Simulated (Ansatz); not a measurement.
# C₂H₉BNP (SMILES CNB(C)P): what the fields show

The calculation's input:

```
crystal:
  periodic: [false, false, false]
  atoms:
    - {symbol: C, position_ang: [-2.707761, 0.700567, -0.700121]}
    - {symbol: C, position_ang: [1.041262, 1.338173, 0.512708]}
    - {symbol: B, position_ang: [-0.370968, 0.627445, 0.397442]}
    - {symbol: "N", position_ang: [-1.354756, 1.157391, -0.447159]}
    - {symbol: P, position_ang: [-0.778525, -0.899264, 1.554405]}
    - {symbol: H, position_ang: [-3.434951, 1.524586, -0.598567]}
    - {symbol: H, position_ang: [-2.822921, 0.276299, -1.714282]}
    - {symbol: H, position_ang: [-2.990230, -0.077719, 0.022250]}
    - {symbol: H, position_ang: [-1.104849, 1.984120, -0.984646]}
    - {symbol: H, position_ang: [1.302976, 1.543743, 1.565480]}
    - {symbol: H, position_ang: [1.099432, 2.292893, -0.038829]}
    - {symbol: H, position_ang: [1.839120, 0.679161, 0.126717]}
    - {symbol: H, position_ang: [0.541381, -1.438126, 1.602568]}
    - {symbol: H, position_ang: [-1.241348, -1.815431, 0.560907]}
basis:
  gaussian:
    orbitals: def2-SVPD
hamiltonian:
  xc: pbe0
output: {forces: true, orbitals: {seedname: orbitals}}
```

Command:

```sh
ansatz run input.yaml --threads 2 --pin off --max-ram 4350MiB --events-out events.jsonl --progress --plain --runs-dir runs
```

Geometry: B3LYP/def2-SVP.

Level of theory: isolated molecule in a Gaussian basis; Kohn-Sham density functional theory, functional PBE0 (Ansatz).

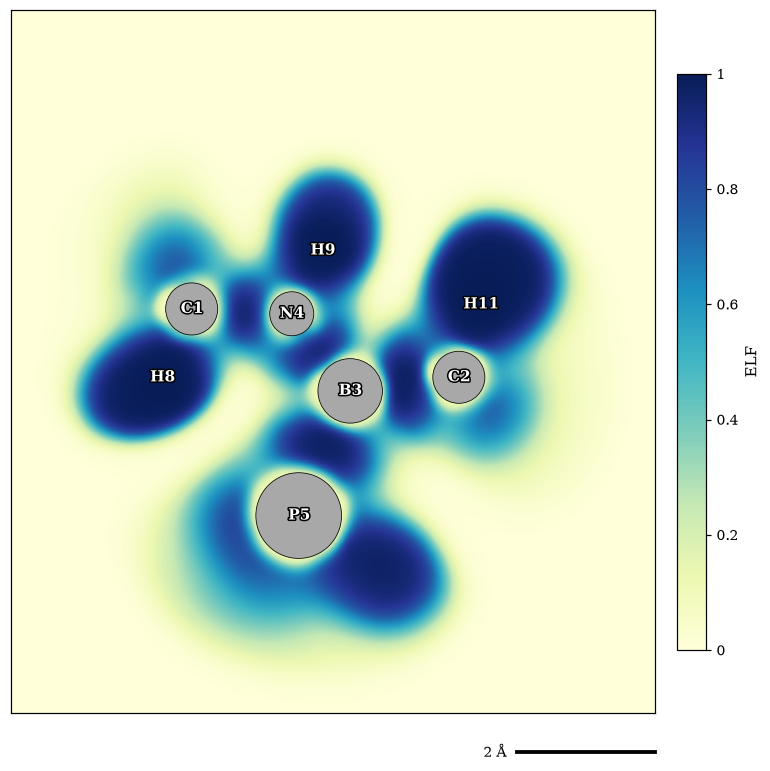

Figure 1. ELF on the plane of atoms C2, B3 and N4. Grey discs cover the atomic cores.

### Interpret the plot.

- Atoms in the plane: C, B, N, P and H.
- B–N (1.40 Å): the ELF peaks at about 0.95 between the atoms, as expected for a polar covalent bond.
- C–N (1.45 Å): the ELF peaks at about 0.95 between the atoms; a shared electron pair.
- C–B (1.59 Å): the ELF peaks at about 1 between the atoms: a covalent bond.
- B–P (1.96 Å): the ELF peaks at about 1 between the atoms; localised, covalent bonding.
- N–H (1.02 Å): the ELF climbs to about 1 towards the hydrogen, as it does in any bond to H: a covalent bond by its length.

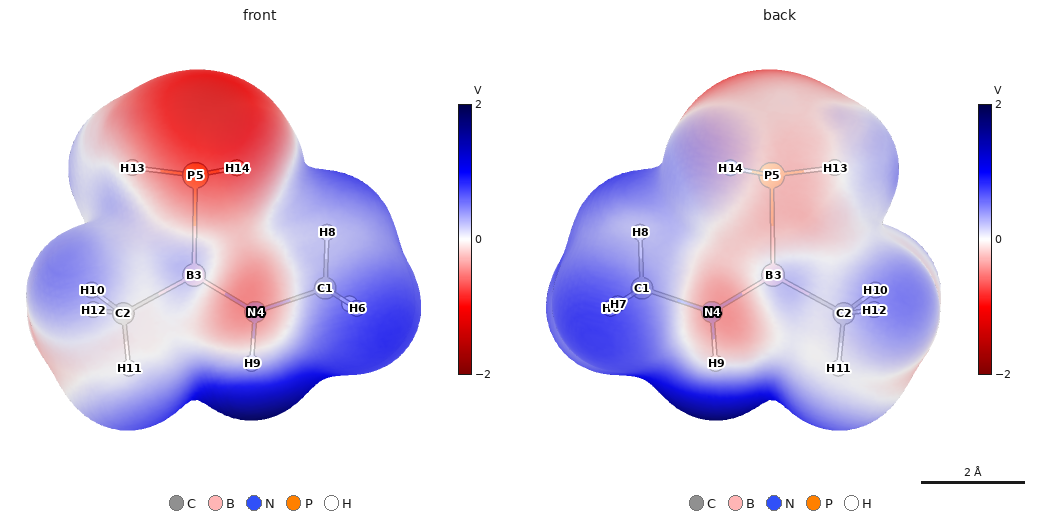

Figure 2. The molecular electrostatic potential painted on the density surface at 0.002 e/bohr³, seen from the front and from behind; red is negative and blue positive.

### Where is the surface potential most negative and most positive?

The most negative region (about −1.2 V) lies over P5, the most positive (about +1.8 V) over H9.

### How polar is the molecule by this calculation?

Its dipole moment is 2.34 D.

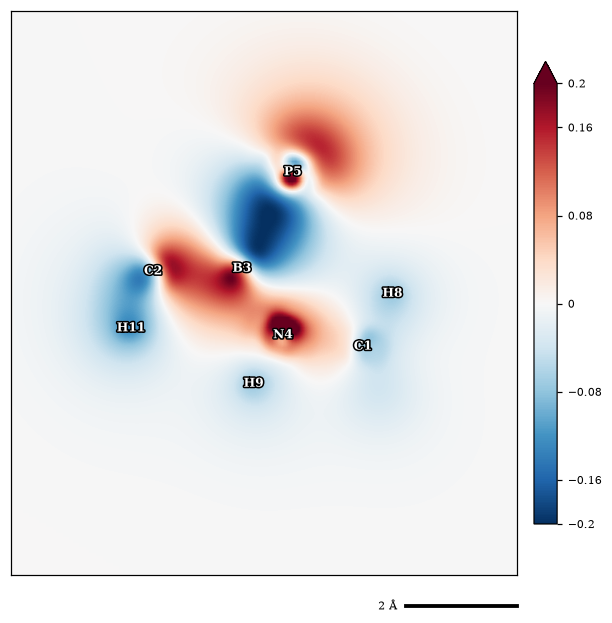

Figure 3. The HOMO−1 on the plane of atoms C1, N4 and B3 (values in Å⁻³ᐟ²; the overall sign is arbitrary).

### What is the character of this orbital?

It lies mainly on N4 (about 45 %), B3 (about 15 %), C1 (about 10 %) and P5 (about 10 %). Its energy is −7.84 eV.

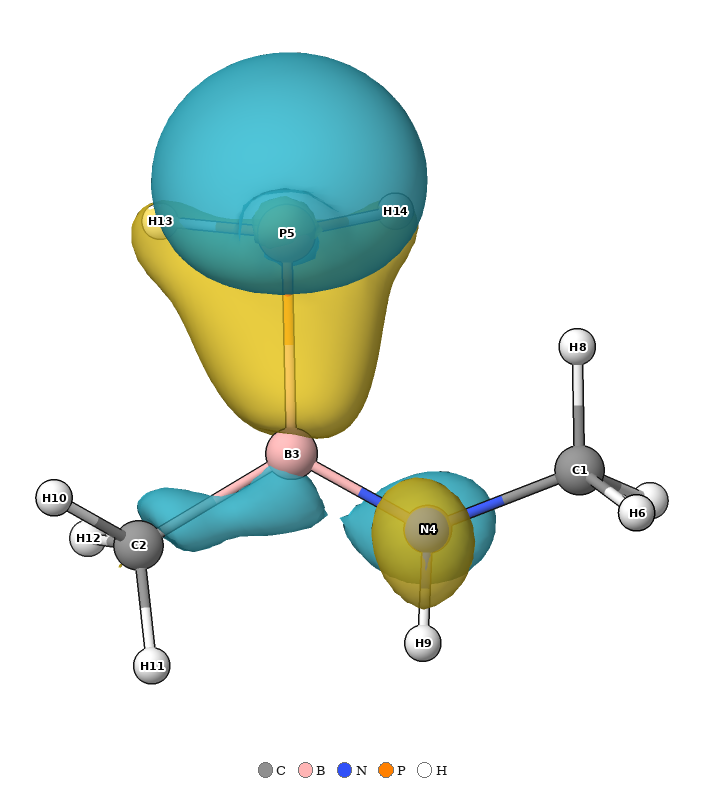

Figure 4. The HOMO at ±0.15 Å⁻³ᐟ² (yellow and cyan are the two phases), seen at a tilt.

### Where does this orbital lie, and at what energy?

It lies mainly on P5 (about 65 %), B3 (about 10 %) and N4 (about 10 %); largely a lone pair of P5. Its energy is −6.78 eV.
